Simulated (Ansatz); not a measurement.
Relaxed AlN (wurtzite):

```yaml
crystal:
  lattice:
    - [3.13030, 0.00000, 0.00000]
    - [-1.56515, 2.71092, 0.00000]
    - [0.00000, 0.00000, 5.01801]
  atoms:
    - { symbol: Al, position: [0.66667, 0.33333, 0.00337] }
    - { symbol: Al, position: [0.33333, 0.66667, 0.50337] }
    - { symbol: N, position: [0.66667, 0.33333, 0.62183] }
    - { symbol: N, position: [0.33333, 0.66667, 0.12183] }
```

Scan: atom 2 (Al, nearest neighbour N at 1.903 Å; its periodic images, 3.1 Å or more away, move with it) is displaced along Cartesian [110], direction (0.707, 0.707, 0.000) in Cartesian axes, by s. The other atoms stay.

All values below come from PBE (plane waves to 420 eV, PAW, scalar-relativistic; Ansatz, a first-principles code). k mesh 10×10×6 (Γ-centred), Fermi-Dirac smearing 0.05 eV. E stands for the smeared free energy. AlN was relaxed with its symmetry unable to fall. The zero of ΔE is the undisplaced structure.

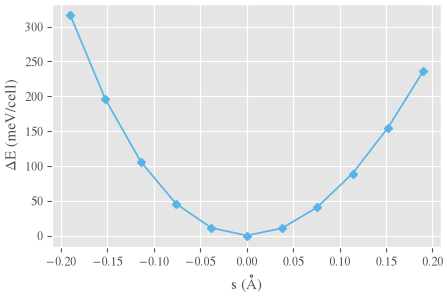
Figure. ΔE (meV/cell) against s (Å); one marker a computed point.

The force constant k = d²E/ds² at s = 0 (finite differences) is 14.9 eV/Å². The energy at s = 0.190 Å is 236 meV/cell and the force along the line at s = -0.190 Å is 3.65 eV/Å. Harmonic estimate at the end of the scan: ½ks² = 268 meV/cell against the computed 236 meV/cell, so the well is softer than harmonic there. Symmetry of the curve: not even: the negative side lies higher at ±0.190 Å.

The forces along the line at the two nearest points give (0.591 − (-0.541)) / (2·0.038) = 14.89 eV/Å²; the next pair corrects for the finite step.

(A displaced cell: forces are minus the slopes of the energy, force constants its curvatures, and phonons follow from these.)
